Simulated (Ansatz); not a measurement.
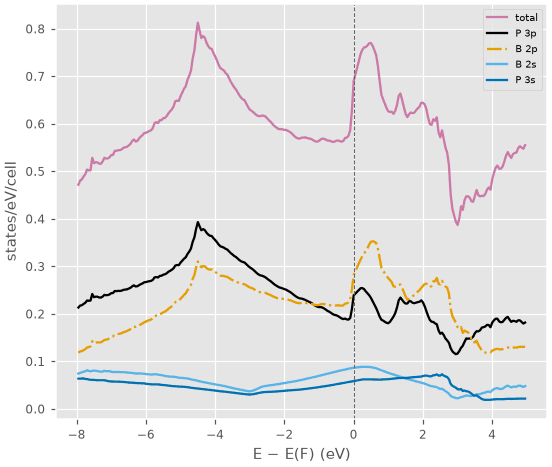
*Total and projected density of states of BP (rock salt, Fm-3m), r²SCAN in the plane-wave PAW code Ansatz*

Problem. Which orbitals carry the states next to the Fermi level?

Solution. Within 0.5 eV of the Fermi level: B 2p 41 %, P 3p 33 %, B 2s 13 %, P 3s 9 %. Projections are on Löwdin-orthogonalised atomic valence shells; empty p or d shells of many metals are not among them.

Problem. Where is the tallest occupied peak in this window, and what makes it?

Solution. Near -4.5 eV, about 0.81 states/eV per cell; the largest projected share is P 3p.

The start of the workflow was typed in or built on a structure type; neither database checked (COD, Materials Project) lists it. It is not the phase usual at ambient conditions (space group No. 216). The cell was relaxed with r²SCAN under the symmetry of its start; whether a distortion lowers the energy is not shown. Its formation energy is positive at this level, so the cell may be metastable or incomplete.

Potentials: the earlier of the program's two PAW sets.
